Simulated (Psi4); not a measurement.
**triplet CH2BFN−: levels of theory compared**

Aim: a comparison of 3 runs (U-wB97X/6-311+G**, UB2PLYP/6-311+G**, UCAM-B3LYP/6-311+G**) of triplet CH2BFN−. 

Program for the calculation: Psi4 1.11.

1 further run of the same task is left out (set aside as unsound or not needed).

## 1. The structure to begin with

CH2BFN−: 6 atoms, total charge -1, spin state triplet. As SMILES of the parent species, `N#C[BH2-]F`. The coordinates come from a GFN2-xTB relaxation. That shape belongs to the parent species and isn't relaxed for this state.

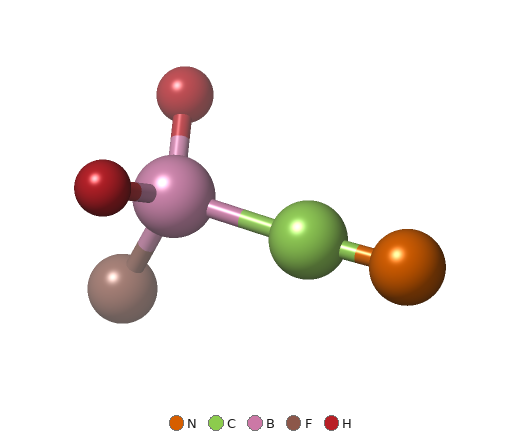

Viewed from a chosen angle; nitrogen orange, carbon green, boron pink, fluorine brown, hydrogen red.

## 2. The energy at U-wB97X/6-311+G(d,p) (run 1)

job.json

```json
{
 "schema_name": "qcschema_input",
 "schema_version": 1,
 "molecule": {
  "schema_name": "qcschema_molecule",
  "schema_version": 2,
  "symbols": ["N", "C", "B", "F", "H", "H"],
  "geometry": [1.36515705, -3.66094752, 1.55050139, 0.63251023, -1.77103243, 0.7369365, -0.2283923, 0.86334028, -0.3249573, -2.74261622, 0.67969669, -1.3744545, 1.23045737, 1.50044254, -1.99761059, -0.25713503, 2.38848154, 1.40956561],
  "molecular_charge": -1,
  "molecular_multiplicity": 3,
  "fix_symmetry": "c1"
 },
 "driver": "energy",
 "model": {
  "method": "wb97x",
  "basis": "6-311+G**"
 },
 "keywords": {
  "reference": "uks",
  "puream": true,
  "e_convergence": 1e-09,
  "d_convergence": 1e-08,
  "scf_type": "pk",
  "dft_radial_points": 99,
  "dft_spherical_points": 590,
  "maxiter": 200,
  "scf_properties": ["QUADRUPOLE", "MAYER_INDICES", "WIBERG_LOWDIN_INDICES"]
 }
}
```

On the command line:

```sh
$ psi4 --qcschema job.json -n 1 --memory 1600MB
```

stdout:

```text
[...]
  Running in c1 symmetry.
[...]
  Nuclear repulsion =   87.630670142142932
[...]
  Multiplicity = 3
[...]
  Nalpha       = 16
  Nbeta        = 14
[...]
    Number of basis functions: 100
[...]
   @UKS iter   1:  -218.33135667849899   -8.04484e-01   7.20940e-03 DIIS/ADIIS
[...]
   @UKS iter  32:  -218.63461731352149   -6.14477e-11   9.10265e-09 DIIS
[...]
   @S^2 Observed:                2.011756472E+00
[...]
    Orbital Energies [Eh]
    ---------------------
    Alpha Occupied:
       1A    -24.624852     2A    -14.284182     3A    -10.159199
       4A     -6.773991     5A     -1.195030     6A     -0.924659
       7A     -0.627518     8A     -0.491923     9A     -0.478732
      10A     -0.466829    11A     -0.393303    12A     -0.377133
      13A     -0.347234    14A     -0.337213    15A     -0.324789
      16A      0.034418
    Alpha Virtual:
      17A      0.162898    18A      0.164122    19A      0.168218
      20A      0.213821    21A      0.224199    22A      0.224718
      23A      0.262489    24A      0.262997    25A      0.301053
[...]
  @UKS Final Energy:  -218.63461731352149
   => Energetics <=
    Nuclear Repulsion Energy =             87.6306701421429324
    One-Electron Energy =                -476.5119319693031343
    Two-Electron Energy =                 189.6884825751154722
    DFT Exchange-Correlation Energy =     -19.4418380614767763
    Empirical Dispersion Energy =           0.0000000000000000
    VV10 Nonlocal Energy =                  0.0000000000000000
    Total Energy =                       -218.6346173135214883
[...]
 Multipole Moments:
 ------------------------------------------------------------------------------------
     Multipole            Electronic (a.u.)      Nuclear  (a.u.)        Total (a.u.)
 ------------------------------------------------------------------------------------
 L = 1.  Multiply by 2.5417464519 to convert [e a0] to [Debye]
 Dipole X            :         -3.3317084            1.9589977           -1.3727106
 Dipole Y            :         -3.3395170            1.1493628           -2.1901542
 Dipole Z            :         -0.5898190            0.5560776           -0.0337414
 Magnitude           :                                                    2.5850045
 L = 2.  Multiply by 1.3450342976 to convert [e a0^2] to [Debye ang]
 Quadrupole XX       :       -115.6955583           80.5556203          -35.1399380
 Quadrupole XY       :         64.4315992          -66.8561980           -2.4245989
[...]
```

The result, in JSON:

```text
{
 "driver": "energy",
 "model": {
  "method": "wb97x",
  "basis": "6-311+G**"
 },
 "success": true,
 "return_result": -218.6346173135215,
 "properties": {
  "calcinfo_nbasis": 100,
  "calcinfo_nmo": 100,
  "calcinfo_nalpha": 16,
  "calcinfo_nbeta": 14,
  "calcinfo_natom": 6,
  "nuclear_repulsion_energy": 87.63067014214293,
  "return_energy": -218.6346173135215,
  "scf_one_electron_energy": -476.51193196930313,
  "scf_two_electron_energy": 189.68848257511547,
  "scf_xc_energy": -19.441838061476776,
  "scf_dipole_moment": [-1.372710643405614, -2.1901541874511925, -0.03374142358504506],
  "scf_total_energy": -218.6346173135215,
  "scf_iterations": 32
 }
}
```

Run time: 43 s. Hardware: 1 thread of AMD EPYC 9R45 (Zen 5), shared host; peak memory 0.78 GiB.

## 3. A single-point energy at UB2PLYP/6-311+G(d,p) (density fitting for correlation) (run 2)

job.py

```python
import psi4

psi4.set_memory('1600 MB')
psi4.set_num_threads(1)
psi4.core.set_output_file('ch2bfn.out', False)

mol = psi4.geometry("""
-1 3
N      0.722410    -1.937290     0.820490
C      0.334710    -0.937190     0.389970
B     -0.120860     0.456860    -0.171960
F     -1.451330     0.359680    -0.727330
H      0.651130     0.794000    -1.057090
H     -0.136070     1.263930     0.745910
units angstrom
symmetry c1
no_reorient
no_com
""")

psi4.set_options({
    'basis': '6-311+G**',
    'reference': 'uks',
    'puream': True,
    'e_convergence': 1e-09,
    'd_convergence': 1e-08,
    'scf_type': 'pk',
    'dft_radial_points': 99,
    'dft_spherical_points': 590,
    'num_frozen_docc': 4,
    'maxiter': 200,
})

energy_value, wavefunction = psi4.energy("b2plyp", return_wfn=True)
print(f'b2plyp energy: {energy_value:.10f} Eh')
```

On the command line:

```sh
$ python job.py
```

ch2bfn.out:

```text
[...]
  Running in c1 symmetry.
[...]
  Nuclear repulsion =   87.630670084600936
[...]
  Multiplicity = 3
[...]
  Nalpha       = 16
  Nbeta        = 14
[...]
    Number of basis functions: 100
[...]
   @UKS iter   1:  -217.99168976732150   -6.98171e-01   7.14895e-03 ADIIS/DIIS
[...]
   @UKS iter  24:  -218.31592769703846   -6.31246e-11   9.86468e-09 DIIS
[...]
   @S^2 Observed:                2.027767416E+00
[...]
    Orbital Energies [Eh]
    ---------------------
    Alpha Occupied:
       1A    -25.232346     2A    -14.741124     3A    -10.523952
       4A     -7.048419     5A     -1.228240     6A     -0.938249
       7A     -0.600217     8A     -0.460993     9A     -0.449475
      10A     -0.435664    11A     -0.368425    12A     -0.343422
      13A     -0.319569    14A     -0.292207    15A     -0.289719
      16A      0.058320
    Alpha Virtual:
      17A      0.135890    18A      0.135946    19A      0.141920
      20A      0.187122    21A      0.190055    22A      0.193239
      23A      0.227813    24A      0.227846    25A      0.267325
[...]
  @UKS Final Energy:  -218.31592769703846
   => Energetics <=
    Nuclear Repulsion Energy =             87.6306700846009363
    One-Electron Energy =                -476.4973835675134524
    Two-Electron Energy =                 183.7559905028518585
    DFT Exchange-Correlation Energy =     -13.2052047169777911
    Empirical Dispersion Energy =           0.0000000000000000
    VV10 Nonlocal Energy =                  0.0000000000000000
    Total Energy =                       -218.3159276970384610
[...]
 Multipole Moments:
 ------------------------------------------------------------------------------------
     Multipole            Electronic (a.u.)      Nuclear  (a.u.)        Total (a.u.)
 ------------------------------------------------------------------------------------
 L = 1.  Multiply by 2.5417464519 to convert [e a0] to [Debye]
 Dipole X            :         10.7826229          -11.5010244           -0.7184014
 Dipole Y            :         21.2934213          -21.9299315           -0.6365103
 Dipole Z            :         -0.8428540            0.6922067           -0.1506473
 Magnitude           :                                                    0.9715660
[...]
```

The script printed:

```text
b2plyp energy: -218.5234743295 Eh
```

Wall time 30 s (1 thread of AMD EPYC 9R45 (Zen 5), shared host); peak memory 0.69 GiB.

## 4. A single-point energy at UCAM-B3LYP/6-311+G(d,p) (run 3)

run.py

```python
import numpy as np
from ase.calculators.psi4 import Psi4
from ase import Atoms

atoms = Atoms(['N', 'C', 'B', 'F', 'H', 'H'], positions=[
    [0.722410, -1.937290, 0.820490],
    [0.334710, -0.937190, 0.389970],
    [-0.120860, 0.456860, -0.171960],
    [-1.451330, 0.359680, -0.727330],
    [0.651130, 0.794000, -1.057090],
    [-0.136070, 1.263930, 0.745910],
])
calc = Psi4(atoms=atoms, method='cam-b3lyp', basis='6-311+G**', memory='1600MB', num_threads=1, charge=-1, multiplicity=3, label='calc', reference='uks')
calc.psi4.set_options({'puream': True, 'e_convergence': 1e-09, 'd_convergence': 1e-08, 'scf_type': 'pk', 'dft_radial_points': 99, 'dft_spherical_points': 590, 'maxiter': 200})
atoms.calc = calc

print(f'energy: {atoms.get_potential_energy():.6f} eV')
```

On the command line:

```sh
$ python run.py
```

calc.dat:

```text
[...]
  Running in c1 symmetry.
[...]
  Nuclear repulsion =   87.630670084600951
[...]
  Multiplicity = 3
[...]
  Nalpha       = 16
  Nbeta        = 14
[...]
    Number of basis functions: 100
[...]
   @UKS iter   1:  -218.25105958561059   -6.29557e-01   7.91196e-03 ADIIS/DIIS
[...]
   @UKS iter  25:  -218.62162884859339   -3.35376e-12   4.93655e-09 DIIS
[...]
   @S^2 Observed:                2.013581295E+00
[...]
    Orbital Energies [Eh]
    ---------------------
    Alpha Occupied:
       1A    -24.625387     2A    -14.269151     3A    -10.137845
       4A     -6.744799     5A     -1.137796     6A     -0.870763
       7A     -0.568791     8A     -0.438388     9A     -0.425802
      10A     -0.415208    11A     -0.342020    12A     -0.326953
      13A     -0.298616    14A     -0.288842    15A     -0.278394
      16A      0.048797
    Alpha Virtual:
      17A      0.139512    18A      0.142657    19A      0.147679
      20A      0.183449    21A      0.193293    22A      0.198102
      23A      0.233444    24A      0.234316    25A      0.272171
[...]
  @UKS Final Energy:  -218.62162884859339
   => Energetics <=
    Nuclear Repulsion Energy =             87.6306700846009505
    One-Electron Energy =                -476.9138392506745276
    Two-Electron Energy =                 190.8310717672258363
    DFT Exchange-Correlation Energy =     -20.1695314497456728
    Empirical Dispersion Energy =           0.0000000000000000
    VV10 Nonlocal Energy =                  0.0000000000000000
    Total Energy =                       -218.6216288485933887
[...]
 Multipole Moments:
 ------------------------------------------------------------------------------------
     Multipole            Electronic (a.u.)      Nuclear  (a.u.)        Total (a.u.)
 ------------------------------------------------------------------------------------
 L = 1.  Multiply by 2.5417464519 to convert [e a0] to [Debye]
 Dipole X            :         -2.2818821            1.9589977           -0.3228843
 Dipole Y            :         -2.2563022            1.1493628           -1.1069394
 Dipole Z            :         -0.4106895            0.5560776            0.1453881
 Magnitude           :                                                    1.1621992
[...]
```

The script printed:

```text
energy: -5948.997536 eV
```

Run time: 39 s. Hardware: 1 thread of AMD EPYC 9R45 (Zen 5), shared host; peak memory 0.8 GiB.

## 5. The series

| run | level | frozen core orbitals | fitting correlation | energy (Eh) | HOMO energy (eV) | ⟨S²⟩ | wall time |
| --- | --- | --- | --- | --- | --- | --- | --- |
| 1 | U-wB97X/6-311+G** | 0 | – | -218.634617 | 0.94 | 2.012 | 43 s |
| 2 | UB2PLYP/6-311+G** (density fitting for correlation) | 4 | density fitting | -218.523474 | 1.59 | 2.028 | 30 s |
| 3 | UCAM-B3LYP/6-311+G** | 0 | – | -218.621629 | 1.33 | 2.014 | 39 s |

## 6. What came out

```
                                 quantity          value
                      run 3: total energy  -218.62163 Eh
run 3: HOMO energy (highest over α and β)        1.33 eV
                              run 3: ⟨S²⟩          2.014
```

What this shows: Totals of different functionals can't be ranked against each other. In runs 1, 2, 3 the HOMO lies above zero, so the outermost electron may be held by the basis alone. All runs together took 1.9 min, the longest 43 s.
